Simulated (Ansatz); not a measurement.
# CH5AlFN (SMILES C[NH][AlH][F]) at CCSD(T)/def2-SVP

Aim: the vertical ionisation energy of CH5AlFN at CCSD(T)/def2-SVP, from 2 runs. 

Program for the calculation: Ansatz 0.2.0.

122 further runs of the same task are left out: 122 set aside as unsound or not needed. Runs told in other sessions of the task aren't counted.

### 1 The system as given

The species is CH5AlFN (9 atoms), meant as a singlet with charge 0. As SMILES, `C[NH][AlH][F]`. The shape is that of a PBE0-D4/def2-TZVP optimisation. This is one conformer, not always the lowest.

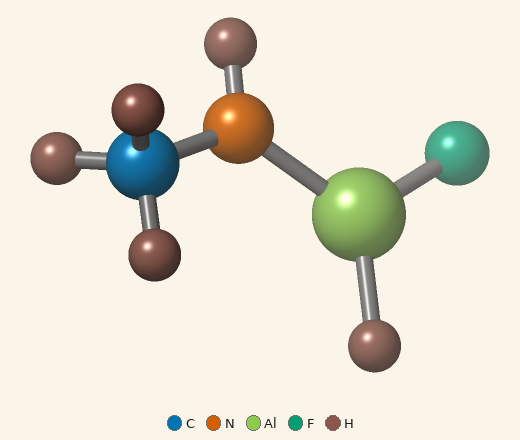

Viewed from a chosen angle; carbon blue, nitrogen orange, aluminium green, fluorine teal, hydrogen brown.

### 2 A single-point energy at CCSD(T)/def2-SVP

input.yaml reads:

```yaml
crystal:
  periodic: [false, false, false]
  atoms:
    - {symbol: C, position_ang: [-0.498500, 0.834500, -0.836100]}
    - {symbol: "N", position_ang: [-0.009500, -0.442400, -0.359300]}
    - {symbol: Al, position_ang: [0.650300, -0.801700, 1.230200]}
    - {symbol: F, position_ang: [1.143100, -2.349500, 1.529300]}
    - {symbol: H, position_ang: [-1.557500, 0.796500, -1.116400]}
    - {symbol: H, position_ang: [-0.401400, 1.589000, -0.050800]}
    - {symbol: H, position_ang: [0.064700, 1.198400, -1.703100]}
    - {symbol: H, position_ang: [-0.081000, -1.165900, -1.058800]}
    - {symbol: H, position_ang: [0.778300, 0.294800, 2.347800]}
basis:
  gaussian: {orbitals: def2-SVP}
correlation: {method: ccsd_t, frozen_orbitals: {Al: 5, C: 1, F: 1, H: 0, "N": 1}}
accuracy: high
scf: {omitted_lower_state_checks: [cluster_reference, increment]}
```

The run is started by

```bash
$ ansatz run input.yaml --threads 1 --pin off --max-ram 2610MiB --events-out events.jsonl --progress --plain --runs-dir runs
```

The program printed:

```text
Warning: RAYON_NUM_THREADS=1 ignored (pool sized by the plan → 1); use --threads N
Functional definition: HF
  name "HF"
  exchange = exact_x
  correlation = 0
these checks for a lower state are left out or cut short: cluster_reference, increment
1942 factors; integrals over basis functions are off by at most 8.1e-9 eV
mean field evaluation 1: about -11873.0913 eV, gradient 4.0e1 eV
mean field evaluation 2: about -11873.1758 eV, gradient 4.0e1 eV
mean field evaluation 4: about -11876.5805 eV, gradient 2.7e0 eV
mean field evaluation 8: about -11876.6172 eV, gradient 1.3e-1 eV
mean field evaluation 16: about -11876.6173 eV, gradient 9.7e-9 eV
mean field -11876.61733475 eV, -436.4576367917 hartree, gradient 9.7e-9 eV, S^2 0.000000; 0 other end points of the search recorded, 0 dependent functions left out
8 core orbitals not correlated: weight in the atoms' cores, before any rotation towards them, 1.000 or more for the frozen orbitals, at most 0.000 for the correlated occupied ones
reference -11876.61733475 eV, -436.4576367917 hartree; 12, 12 occupied and 65, 65 virtual orbitals, 1942 factors
second order -15.34814097 eV of doubles, -0.00000000 eV of singles
cycle   1  -15.82884831 eV  change   -4.8e-1 eV  update   8.9e-2
cycle   2  -16.20036199 eV  change   -3.7e-1 eV  update   2.6e-2
cycle   3  -16.30665566 eV  change   -1.1e-1 eV  update   1.5e-2
cycle   4  -16.30357330 eV  change    3.1e-3 eV  update   4.1e-3
cycle   5  -16.30094594 eV  change    2.6e-3 eV  update   1.7e-3
cycle   6  -16.30117852 eV  change   -2.3e-4 eV  update   6.5e-4
cycle   7  -16.30093818 eV  change    2.4e-4 eV  update   1.9e-4
cycle   8  -16.30088555 eV  change    5.3e-5 eV  update   6.8e-5
cycle   9  -16.30090369 eV  change   -1.8e-5 eV  update   2.2e-5
cycle  10  -16.30090749 eV  change   -3.8e-6 eV  update   7.1e-6
cycle  11  -16.30090747 eV  change    1.4e-8 eV  update   2.7e-6
cycle  12  -16.30090962 eV  change   -2.1e-6 eV  update   9.3e-7
cycle  13  -16.30091037 eV  change   -7.5e-7 eV  update   3.0e-7
cycle  14  -16.30091072 eV  change   -3.5e-7 eV  update   1.2e-7
cycle  15  -16.30091087 eV  change   -1.5e-7 eV  update   4.1e-8
cycle  16  -16.30091086 eV  change    1.1e-8 eV  update   2.2e-8
cycle  17  -16.30091071 eV  change    1.5e-7 eV  update   1.2e-7
cycle  18  -16.30091075 eV  change   -4.2e-8 eV  update   2.8e-8
cycle  19  -16.30091075 eV  change    5.7e-9 eV  update   7.5e-9
cycle  20  -16.30091074 eV  change    3.0e-9 eV  update   2.4e-9
cycle  21  -16.30091074 eV  change   8.7e-10 eV  update  7.2e-10
perturbative correction -0.34938084 eV, -0.0128395090 hartree
Total energy: -11893.26762633 eV, -437.0695237214 hartree
Checks for a lower state left out: cluster_reference, increment
```

Wall time 17 s (1 thread of Arm Neoverse V2, shared host); peak memory 0.48 GiB.

### 3 The doublet cation

in.yaml reads:

```yaml
basis:
  gaussian:
    orbitals: def2-SVP
crystal:
  periodic: [false, false, false]
  atoms:
    - {symbol: C, position_ang: [-0.498500, 0.834500, -0.836100]}
    - {symbol: "N", position_ang: [-0.009500, -0.442400, -0.359300]}
    - {symbol: Al, position_ang: [0.650300, -0.801700, 1.230200]}
    - {symbol: F, position_ang: [1.143100, -2.349500, 1.529300]}
    - {symbol: H, position_ang: [-1.557500, 0.796500, -1.116400]}
    - {symbol: H, position_ang: [-0.401400, 1.589000, -0.050800]}
    - {symbol: H, position_ang: [0.064700, 1.198400, -1.703100]}
    - {symbol: H, position_ang: [-0.081000, -1.165900, -1.058800]}
    - {symbol: H, position_ang: [0.778300, 0.294800, 2.347800]}
total_charge: 1
magnetization:
  spin_polarized: true
  initial_magnetization: 1
correlation:
  method: ccsd_t
  frozen_orbitals: {Al: 5, C: 1, F: 1, H: 0, "N": 1}
accuracy: high
scf:
  omitted_lower_state_checks: [cluster_reference, increment]
```

The run is started by

```bash
$ ansatz run in.yaml --threads 1 --pin off --max-ram 2610MiB --events-out events.jsonl --progress --plain --runs-dir runs
```

The program printed:

```text
Warning: RAYON_NUM_THREADS=1 ignored (pool sized by the plan → 1); use --threads N
[... 4 set-up lines as earlier in the session ...]
these checks for a lower state are left out or cut short: cluster_reference, increment
1943 factors; integrals over basis functions are off by at most 8.1e-9 eV
mean field evaluation 1: about -11862.0830 eV, gradient 3.8e1 eV
mean field evaluation 2: about -11862.1692 eV, gradient 3.8e1 eV
mean field evaluation 4: about -11868.2146 eV, gradient 3.6e0 eV
mean field evaluation 8: about -11868.4723 eV, gradient 9.5e-1 eV
mean field evaluation 16: about -11868.4919 eV, gradient 1.3e-6 eV
mean field evaluation 32: about -11868.4715 eV, gradient 1.0e0 eV
mean field -11868.49188609 eV, -436.1590320610 hartree, gradient 4.7e-8 eV, S^2 0.760636; 1 other end points of the search recorded, 0 dependent functions left out
8 core orbitals not correlated: weight in the atoms' cores, before any rotation towards them, 1.000 or more for the frozen orbitals, at most 0.000 for the correlated occupied ones
reference -11868.49188609 eV, -436.1590320610 hartree; 12, 11 occupied and 65, 66 virtual orbitals, 1943 factors
second order -14.17269734 eV of doubles, -0.00000000 eV of singles
cycle   1  -14.81805858 eV  change   -6.5e-1 eV  update   9.4e-2
cycle   2  -15.19045019 eV  change   -3.7e-1 eV  update   3.1e-2
cycle   3  -15.32074636 eV  change   -1.3e-1 eV  update   2.1e-2
cycle   4  -15.32891848 eV  change   -8.2e-3 eV  update   9.1e-3
cycle   5  -15.32401218 eV  change    4.9e-3 eV  update   4.9e-3
cycle   6  -15.32493318 eV  change   -9.2e-4 eV  update   2.0e-3
cycle   7  -15.32575829 eV  change   -8.3e-4 eV  update   8.7e-4
cycle   8  -15.32563942 eV  change    1.2e-4 eV  update   2.7e-4
cycle   9  -15.32567234 eV  change   -3.3e-5 eV  update   1.1e-4
cycle  10  -15.32567400 eV  change   -1.7e-6 eV  update   3.5e-5
cycle  11  -15.32566640 eV  change    7.6e-6 eV  update   1.4e-5
cycle  12  -15.32566909 eV  change   -2.7e-6 eV  update   5.8e-6
cycle  13  -15.32566934 eV  change   -2.5e-7 eV  update   2.5e-6
cycle  14  -15.32567007 eV  change   -7.2e-7 eV  update   1.3e-6
cycle  15  -15.32567114 eV  change   -1.1e-6 eV  update   6.6e-7
cycle  16  -15.32567134 eV  change   -1.9e-7 eV  update   2.9e-7
cycle  17  -15.32567122 eV  change    1.1e-7 eV  update   1.8e-7
cycle  18  -15.32567122 eV  change  -6.2e-10 eV  update   8.2e-8
cycle  19  -15.32567120 eV  change    1.9e-8 eV  update   5.2e-8
cycle  20  -15.32567118 eV  change    1.9e-8 eV  update   3.9e-8
cycle  21  -15.32567120 eV  change   -1.5e-8 eV  update   3.1e-8
cycle  22  -15.32567078 eV  change    4.2e-7 eV  update   8.9e-8
cycle  23  -15.32567082 eV  change   -3.6e-8 eV  update   2.6e-8
cycle  24  -15.32567080 eV  change    1.5e-8 eV  update   1.3e-8
cycle  25  -15.32567081 eV  change   -3.6e-9 eV  update   7.8e-9
cycle  26  -15.32567081 eV  change  -2.4e-10 eV  update   4.0e-9
cycle  27  -15.32567081 eV  change   3.3e-11 eV  update   1.6e-9
perturbative correction -0.31571440 eV, -0.0116022903 hartree
Total energy: -11884.13327130 eV, -436.7338423653 hartree
Checks for a lower state left out: cluster_reference, increment
```

Wall time 65 s (1 thread of Arm Neoverse V2, shared host); peak memory 0.89 GiB.

### 4 Summary of results

Level: CCSD(T)/def2-SVP, 8 core orbitals frozen.

| quantity | value |
| --- | --- |
| singlet CH5AlFN: total energy | -437.06952 Eh |
| singlet CH5AlFN: correlation energy (8 core orbitals frozen) | -611.9 mEh |
| singlet CH5AlFN: (T) correction | -12.84 mEh |
| singlet CH5AlFN: T1 diagnostic | 0.013 |
| doublet cation: total energy | -436.73384 Eh |
| doublet cation: correlation energy (8 core orbitals frozen) | -574.8 mEh |
| doublet cation: (T) correction | -11.60 mEh |
| doublet cation: ⟨S²⟩ of the reference determinant | 0.761 |
| doublet cation: T1 diagnostic | 0.018 |
| vertical ionisation energy (to the doublet cation) | 9.134 eV |

The vertical ionisation energy comes to 9.13 eV (211 kcal/mol). The triples (singlet CH5AlFN) make up 2.1 % of the correlation energy. The triples (doublet cation) make up 2.0 % of the correlation energy.
